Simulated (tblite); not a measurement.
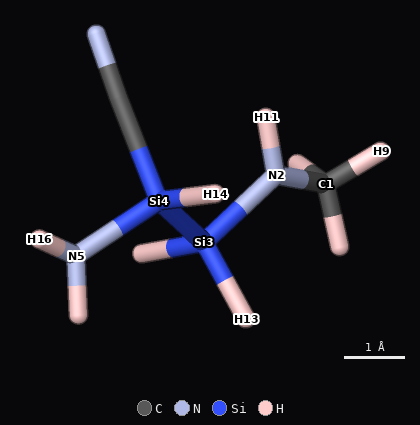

**Figure 1.** The input geometry (stick view, seen at a tilt; atoms are numbered from 1 in the order of the input). Bond lengths as drawn: C–H 1.09 to 1.10 Å, C–N 1.15 to 1.44 Å, C–Si 1.87 Å, H–N 1.01 Å, H–Si 1.47 to 1.48 Å, N–Si 1.72 Å and Si–Si 2.30 Å.

## Frequency calculation, with input and output: C₂H₉N₃Si₂

C₂H₉N₃Si₂, computed with GFN2-xTB harmonic vibrations, gas phase (tblite 0.8.0).

It belongs to a series of runs on one base structure; here: C replaced by Si.

### Output
```
mode    cm-1     km/mol
  1      17.8      3.32
  2      63.1      4.93
  3      83.8      1.27
  4     118.7      1.80
  5     140.4      3.56
  6     160.4      3.75
  7     169.1      0.73
  8     213.8     11.27
  9     277.0      5.88
 10     308.7      3.66
 11     337.9      5.41
 12     442.7     25.76
 13     470.8     41.09
 14     493.5     96.54
 15     516.1    138.04
 16     576.8     32.50
 17     618.4     18.93
 18     627.1    376.01
 19     676.3    102.98
 20     728.9    228.51
 21     807.3    123.10
 22     818.1     69.68
 23     841.5    195.64
 24     901.5    159.89
 25    1067.7     39.51
 26    1109.6      3.16
 27    1159.8     88.25
 28    1368.4     65.94
 29    1424.4      3.58
 30    1493.2      3.38
 31    1505.2      2.92
 32    1526.0     45.98
 33    2095.0     19.22
 34    2112.5    741.64
 35    2167.9    250.06
 36    2345.3     52.80
 37    2913.2     68.48
 38    2976.4     55.73
 39    3031.9     28.76
 40    3437.2      7.57
 41    3474.1      1.53
 42    3514.3      2.06
```

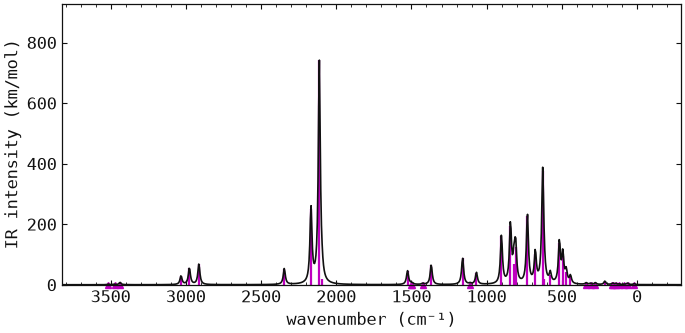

**Figure 2.** Harmonic infrared spectrum, unscaled: sticks (degenerate modes added up, dark ones marked on the axis) with a Lorentzian envelope of 16 cm⁻¹ full width, scaled to the tallest stick. 42 modes from 18 to 3514 cm⁻¹, none imaginary. The strongest line is at 2112 cm⁻¹ (742 km/mol).

The run was set up as follows.

### Input file
```
{"job": {"kind": "ir", "xc": "GFN2-xTB", "basis": "xTB"}, "charge": 0, "multiplicity": 1}
C      2.863423     0.680358     0.296343
N      1.436456     0.606515     0.491482
Si     0.472132    -0.631836    -0.206332
Si    -1.611029    -0.311684     0.704033
N     -2.694916    -1.336145    -0.157694
C     -2.278526     1.395282     0.314505
N     -2.619753     2.462188     0.069850
H      3.263599    -0.330831     0.289630
H      3.328121     1.236686     1.112494
H      3.135536     1.161210    -0.649461
H      1.033940     1.526051     0.599306
H      0.493156    -0.681515    -1.683893
H      1.109466    -1.888690     0.222911
H     -1.767889    -0.353540     2.174577
H     -2.480932    -2.314382    -0.254513
H     -3.690385    -1.210721    -0.067165
```

The first line tells a small driver script what to run in tblite; the rest is the geometry in Å.

Run as:
```bash
OMP_NUM_THREADS=1 python <driver script> task.json out
```

### Key numbers

- outcome: converged
- total energy: −573.2476 eV
- zero-point energy: 70.2380 kcal/mol
- hardware: 1 CPU thread, shared host
- wall time: 1 s
- peak memory: 0.18 GiB
